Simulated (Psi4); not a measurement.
**Geometry relaxation, with input and output: SnCl (part 1 of 2)**

SnCl, multiplicity 2, computed with PBE0/def2-TZVP, UKS, dispersion D4, core potentials def2 (Psi4 1.11).

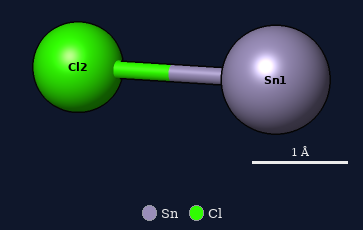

Fig. 1: The input geometry (ball-and-stick view, seen at an oblique angle; atoms are numbered from 1 in the order of the input). Sticks mark near contacts. Bond lengths as drawn: Cl–Sn 2.36 Å.

Input file (job.py)
```python
import psi4

psi4.set_memory(1600000000)
psi4.set_num_threads(1)
psi4.set_output_file('psi4.out', False)

molecule = psi4.geometry("""
0 2
Sn    -0.796900     0.518900    -0.376600
Cl    -0.368200    -1.804500    -0.392600
symmetry c1
""")

psi4.set_options({
    'reference': 'uks',
    'geom_maxiter': 50,
})

E = psi4.optimize("pbe0-d4/def2-TZVP", molecule=molecule)
print('E =', round(E, 9))
molecule.save_xyz_file('final.xyz', False)
```

Hardware: 1 thread of Intel Xeon (Granite Rapids), 32 GiB of memory available, shared host.

Run as:
```bash
python job.py
```

Log
```
Psi4 1.11 release

gradient() will perform analytic gradient computation.

   => Loading Basis Set <=

    Name: DEF2-TZVP
    Role: ORBITAL
    Keyword: BASIS

    !!!  WARNING: ECP capability is in beta. Please check occupations closely.  !!!

   => PBE0-D4(BJ,EEQ)ATM: Empirical Dispersion <=

        a1 =       0.400856
        a2 =       5.029288
       alp =      16.000000
        s6 =       1.000000
        s8 =       1.200655
        s9 =       1.000000
        ga =       3.000000
        gc =       2.000000
        wf =       6.000000

         ---------------------------------------------------------
                                   SCF
                              UKS Reference
                        1 Threads,   1525 MiB Core
         ---------------------------------------------------------

  ==> Geometry <==

    Molecular point group: c1
    Full point group: C_inf_v

    Geometry (in Angstrom), charge = 0, multiplicity = 2:

       Center              X                  Y                   Z               Mass
    ------------   -----------------  -----------------  -----------------  -----------------
         SN           0.000000000000     0.000000000000     0.533475998302   119.902201630000
         CL          -0.000000000000    -0.000000000000    -1.829197751922    34.968852682000

  Running in c1 symmetry.

  Rotational constants: A = ************  B =      0.11155  C =      0.11155 [cm^-1]
  Rotational constants: A = ************  B =   3344.03952  C =   3344.03952 [MHz]
  Nuclear repulsion =   83.766231699053989

  Charge       = 0
  Multiplicity = 2
  Electrons    = 39
  Nalpha       = 20
  Nbeta        = 19

  ==> Algorithm <==

  SCF Algorithm Type is DF.
  DIIS enabled.
  MOM disabled.
  Fractional occupation disabled.
  Guess Type is SAD.
  Energy threshold   = 1.00e-08
  Density threshold  = 1.00e-08
  Integral threshold = 1.00e-12

  ==> Primary Basis <==

  Basis Set: DEF2-TZVP
    Blend: DEF2-TZVP
    Number of shells: 29
    Number of basis functions: 87
    Number of Cartesian functions: 101
    Spherical Harmonics?: true
    Max angular momentum: 3

  Core potential: DEF2-TZVP
    Number of shells: 4
    Number of ECP primitives: 18
    Number of ECP core electrons: 28
    Max angular momentum: 3

  ==> DFT Potential <==

   => LibXC <=

    Version 7.1.2

   => Composite Functional: PBE0-D4BJEEQATM <=

    PBE0-d4bjeeqatm Hyb-GGA Exchange-Correlation Functional

    Deriv               =              1
    GGA                 =           TRUE
    Meta                =          FALSE

    Exchange Hybrid     =           TRUE
    MP2 Hybrid          =          FALSE

   => Exchange Functionals <=

    0.7500   Perdew, Burke & Ernzerhof

   => Exact (HF) Exchange <=

    0.2500               HF

   => Correlation Functionals <=

    1.0000   Perdew, Burke & Ernzerhof

   => LibXC Density Thresholds  <==

    XC_HYB_GGA_XC_PBEH:  1.00E-15

   => Molecular Quadrature <=

    Radial Scheme          =       TREUTLER
    Pruning Scheme         =           NONE
    Nuclear Scheme         =       TREUTLER

    Blocking Scheme        =         OCTREE
    BS radius alpha        =              1
    Pruning alpha          =              1
    Radial Points          =             75
    Spherical Points       =            302
    Total Points           =          42767
    Total Blocks           =            421
    Max Points             =            252
    Max Functions          =             86
    Weights Tolerance      =       1.00E-15

   => Loading Basis Set <=

    Name: (DEF2-TZVP AUX)
    Role: JKFIT
    Keyword: DF_BASIS_SCF

  ==> Integral Setup <==

  DFHelper Memory: AOs need 0.022 GiB; user supplied 1.031 GiB.
  SCF_SUBTYPE=INCORE selected. In-core MEM_DF algorithm will be used.
  Using in-core AOs.

  ==> MemDFJK: Density-Fitted J/K Matrices <==

    J tasked:                   Yes
    K tasked:                   Yes
    wK tasked:                   No
    Memory [MiB]:              1056
    Algorithm:                 Core
    Schwarz Cutoff:           1E-12
    Mask sparsity (%):       1.2948
    Fitting Condition:        1E-10

   => Auxiliary Basis Set <=

  Basis Set: (DEF2-TZVP AUX)
    Blend: DEF2-UNIVERSAL-JKFIT
    Number of shells: 84
    Number of basis functions: 346
    Number of Cartesian functions: 464
    Spherical Harmonics?: true
    Max angular momentum: 5

  Cached 100.0% of DFT collocation blocks in 0.086 [GiB].

  Minimum eigenvalue in the overlap matrix is 4.2949050732E-03.
  Reciprocal condition number of the overlap matrix is 1.1330158520E-03.
    Using symmetric orthogonalization.

  ==> Pre-Iterations <==

  SCF Guess: Superposition of Atomic Densities via on-the-fly atomic UHF (no occupation information).

 WARNING: Atomic UHF is not converging! Try casting from a smaller basis or call Rob at CCMST.
   -------------------------
    Irrep   Nso     Nmo
   -------------------------
     A         87      87
   -------------------------
    Total      87      87
   -------------------------

  ==> Iterations <==

                           Total Energy        Delta E     RMS |[F,P]|

   @DF-UKS iter SAD:  -673.12075025063007   -6.73121e+02   0.00000e+00
   @DF-UKS iter   1:  -674.24297322772622   -1.12222e+00   7.32333e-03 DIIS/ADIIS
   @DF-UKS iter   2:  -674.27865663318926   -3.56834e-02   7.15729e-03 DIIS/ADIIS
   @DF-UKS iter   3:  -674.40176593263823   -1.23109e-01   5.78843e-04 DIIS/ADIIS
   @DF-UKS iter   4:  -674.40240045256940   -6.34520e-04   2.25880e-04 DIIS/ADIIS
   @DF-UKS iter   5:  -674.40256607101060   -1.65618e-04   6.74974e-05 DIIS
   @DF-UKS iter   6:  -674.40258802628114   -2.19553e-05   1.67611e-05 DIIS
   @DF-UKS iter   7:  -674.40258891430915   -8.88028e-07   3.60936e-06 DIIS
   @DF-UKS iter   8:  -674.40258897719639   -6.28872e-08   9.27317e-07 DIIS
   @DF-UKS iter   9:  -674.40258898261663   -5.42025e-09   2.22098e-07 DIIS
   @DF-UKS iter  10:  -674.40258898312925   -5.12614e-10   4.56998e-08 DIIS
   @DF-UKS iter  11:  -674.40258898316847   -3.92220e-11   1.05001e-08 DIIS
   @DF-UKS iter  12:  -674.40258898316927   -7.95808e-13   6.79775e-09 DIIS
  Energy and wave function converged.

  ==> Post-Iterations <==

   Electrons on quadrature grid:
      Nalpha   =   19.9999997114 ; deviation = -2.886e-07
      Nbeta    =   18.9999997490 ; deviation = -2.510e-07
      Ntotal   =   38.9999994604 ; deviation = -5.396e-07

   @Spin Contamination Metric:   3.795051340E-03
   @S^2 Expected:                7.500000000E-01
   @S^2 Observed:                7.537950513E-01
   @S   Expected:                5.000000000E-01
   @S   Observed:                5.000000000E-01

    Orbital Energies [Eh]
    ---------------------

    Alpha Occupied:

       1A   -101.679672     2A     -9.505875     3A     -7.236340
       4A     -7.233892     5A     -7.233215     6A     -5.168542
       7A     -3.505759     8A     -3.497617     9A     -3.496057
      10A     -1.069293    11A     -1.065769    12A     -1.063896
      13A     -1.059095    14A     -1.056922    15A     -0.811747
      16A     -0.480109    17A     -0.334384    18A     -0.332223
      19A     -0.327517    20A     -0.182010

    Alpha Virtual:

      21A     -0.115063    22A     -0.028130    23A      0.095442
      24A      0.098736    25A      0.115453    26A      0.150782
      27A      0.155537    28A      0.161001    29A      0.183989
      30A      0.190228    31A      0.225751    32A      0.378611
      33A      0.385887    34A      0.388120    35A      0.448068
      36A      0.448361    37A      0.501769    38A      0.502055
      39A      0.510071    40A      0.688931    41A      0.688960
      42A      0.711908    43A      0.712788    44A      0.732791
      45A      0.734079    46A      0.741408    47A      0.881766
      48A      0.892899    49A      0.895005    50A      1.044222
      51A      1.089070    52A      1.090757    53A      1.107455
      54A      1.109787    55A      1.269618    56A      1.779380
      57A      1.779495    58A      1.875068    59A      1.877335
      60A      1.907558    61A      2.085703    62A      2.085783
      63A      2.108773    64A      2.108775    65A      2.152450
      66A      2.158249    67A      2.201815    68A      2.247009
      69A      2.247174    70A      2.259191    71A      2.260855
      72A      2.298790    73A      2.299522    74A      2.452285
      75A      2.457161    76A      2.463339    77A      2.503819
      78A      3.203755    79A     10.766030    80A     10.767612
      81A     10.922154    82A     24.864963    83A     36.003886
      84A     36.750509    85A     36.752220    86A     36.872742
      87A    113.486802

    Beta Occupied:

       1A   -101.679291     2A     -9.505528     3A     -7.236343
       4A     -7.233827     5A     -7.231635     6A     -5.166806
       7A     -3.505624     8A     -3.497418     9A     -3.490958
      10A     -1.068787    11A     -1.065408    12A     -1.059153
      13A     -1.053472    14A     -1.052406    15A     -0.809244
      16A     -0.458330    17A     -0.331930    18A     -0.325096
      19A     -0.316459

    Beta Virtual:

      20A     -0.103383    21A     -0.074906    22A     -0.017771
      23A      0.107172    24A      0.121991    25A      0.122379
      26A      0.165188    27A      0.187032    28A      0.190734
      29A      0.194748    30A      0.211455    31A      0.233819
      32A      0.384737    33A      0.386148    34A      0.391687
      35A      0.452526    36A      0.452785    37A      0.504283
      38A      0.514059    39A      0.516165    40A      0.697039
      41A      0.720156    42A      0.745986    43A      0.746084
      44A      0.746852    45A      0.755418    46A      0.755788
      47A      0.890721    48A      0.896795    49A      0.916153
      50A      1.050237    51A      1.110543    52A      1.112770
      53A      1.113826    54A      1.130889    55A      1.277233
      56A      1.781277    57A      1.781355    58A      1.874859
      59A      1.879517    60A      1.907842    61A      2.087661
      62A      2.087664    63A      2.111284    64A      2.111290
      65A      2.152621    66A      2.162197    67A      2.203620
      68A      2.257029    69A      2.257040    70A      2.259440
      71A      2.264779    72A      2.305652    73A      2.305777
      74A      2.456947    75A      2.458761    76A      2.473096
      77A      2.506864    78A      3.209991    79A     10.766110
      80A     10.769837    81A     10.922283    82A     24.865632
      83A     36.005849    84A     36.750621    85A     36.756984
      86A     36.872927    87A    113.487526

    Final Occupation by Irrep:
              A
    DOCC [    19 ]
    SOCC [     1 ]
    NA   [    20 ]
    NB   [    19 ]

  @DF-UKS Final Energy:  -674.40258898316927

   => Energetics <=

    Nuclear Repulsion Energy =             83.7662316990539892
    One-Electron Energy =               -1179.2915364637210587
    Two-Electron Energy =                 456.1305137831845400
    DFT Exchange-Correlation Energy =     -35.0064402017397924
    Empirical Dispersion Energy =          -0.0013577999469345
    VV10 Nonlocal Energy =                  0.0000000000000000
    Total Energy =                       -674.4025889831691529

  UHF NO Occupations:
  HONO-2 :   18  A 1.9998855
  HONO-1 :   19  A 1.9984565
  HONO-0 :   20  A 1.0000000
  LUNO+0 :   21  A 0.0015435
  LUNO+1 :   22  A 0.0001145
  LUNO+2 :   23  A 0.0001024
  LUNO+3 :   24  A 0.0000847

Computation Completed

Properties will be evaluated at   0.000000,   0.000000,   0.000000 [a0]

Properties computed using the SCF density matrix

 Multipole Moments:

 ------------------------------------------------------------------------------------
     Multipole            Electronic (a.u.)      Nuclear  (a.u.)        Total (a.u.)
 ------------------------------------------------------------------------------------

 L = 1.  Multiply by 2.5417464519 to convert [e a0] to [Debye]
 Dipole X            :         -0.0000002           -0.0000000           -0.0000002
 Dipole Y            :         -0.0000001           -0.0000000           -0.0000001
 Dipole Z            :         37.6022727          -36.5848896            1.0173831
 Magnitude           :                                                    1.0173831

 ------------------------------------------------------------------------------------

	total time  =          3 seconds =       0.05 minutes

         ------------------------------------------------------------
                                   SCF GRAD
         ------------------------------------------------------------

  ==> Geometry <==

    Molecular point group: c1
    Full point group: C_inf_v

    Geometry (in Angstrom), charge = 0, multiplicity = 2:

       Center              X                  Y                   Z               Mass
    ------------   -----------------  -----------------  -----------------  -----------------
         SN           0.000000000000     0.000000000000     0.533475998302   119.902201630000
         CL          -0.000000000000    -0.000000000000    -1.829197751922    34.968852682000

  Nuclear repulsion =   83.766231699053989

  ==> Basis Set <==

  Basis Set: DEF2-TZVP
    Blend: DEF2-TZVP
    Number of shells: 29
    Number of basis functions: 87
    Number of Cartesian functions: 101
    Spherical Harmonics?: true
    Max angular momentum: 3

  Core potential: DEF2-TZVP
    Number of shells: 4
    Number of ECP primitives: 18
    Number of ECP core electrons: 28
    Max angular momentum: 3

  ==> DFJKGrad: Density-Fitted SCF Gradients <==

    Gradient:                    1
    J tasked:                  Yes
    K tasked:                  Yes
    wK tasked:                  No
    Integrals threads:           1
    Memory [MiB]:             1144
    Schwarz Cutoff:          1E-12
    Fitting Condition:       1E-10

   => Auxiliary Basis Set <=

  Basis Set: (DEF2-TZVP AUX)
    Blend: DEF2-UNIVERSAL-JKFIT
    Number of shells: 84
    Number of basis functions: 346
    Number of Cartesian functions: 464
    Spherical Harmonics?: true
    Max angular momentum: 5

  ==> DFT Potential <==

   => LibXC <=

    Version 7.1.2

   => Composite Functional: PBE0-D4BJEEQATM <=

    PBE0-d4bjeeqatm Hyb-GGA Exchange-Correlation Functional

    Deriv               =              1
    GGA                 =           TRUE
    Meta                =          FALSE

    Exchange Hybrid     =           TRUE
    MP2 Hybrid          =          FALSE

   => Exchange Functionals <=

    0.7500   Perdew, Burke & Ernzerhof

   => Exact (HF) Exchange <=

    0.2500               HF

   => Correlation Functionals <=

    1.0000   Perdew, Burke & Ernzerhof

   => LibXC Density Thresholds  <==

    XC_HYB_GGA_XC_PBEH:  1.00E-15

   => Molecular Quadrature <=

    Radial Scheme          =       TREUTLER
    Pruning Scheme         =           NONE
    Nuclear Scheme         =       TREUTLER

    Blocking Scheme        =         OCTREE
    BS radius alpha        =              1
    Pruning alpha          =              1
    Radial Points          =             75
    Spherical Points       =            302
    Total Points           =          42767
    Total Blocks           =            421
    Max Points             =            252
    Max Functions          =             86
    Weights Tolerance      =       1.00E-15

  -Total Gradient:
     Atom            X                  Y                   Z
    ------   -----------------  -----------------  -----------------
       1       -0.000000007719    -0.000000000249    -0.001174626908
       2        0.000000007720     0.000000000250     0.001241905281

	total time  =          1 seconds =       0.02 minutes

    			-----------------------------------------

    			 OPTKING 3.0: for geometry optimizations

    			        with contributions from

    			-----------------------------------------

	                            ===> Fragment 1 <==

	 Z (Atomic Numbers)          Masses                          Geom
	      50.000000            119.902202         0.00000000  0.00000000  1.00812353
	      17.000000            34.968853         -0.00000000 -0.00000000 -3.45668278

	 - Coordinate -           - BOHR/RAD -       - ANG/DEG -
	 R(1,2)           =         4.464806           2.362674

	        --- Internal Coordinate Step in ANG or DEG, aJ/ANG or AJ/DEG ---
	-------------------------------------------------------------------------------
	           Coordinate      Previous         Force          Change          New
	           ----------      --------        ------          ------        ------
	               R(1,2)       2.36267        0.00995        0.00508       2.36775
	-------------------------------------------------------------------------------

	                                 ==> Convergence Check <==

	Measures of convergence in internal coordinates in au.

	Criteria marked as inactive (o), active & met (*), and active & unmet ( ).
```
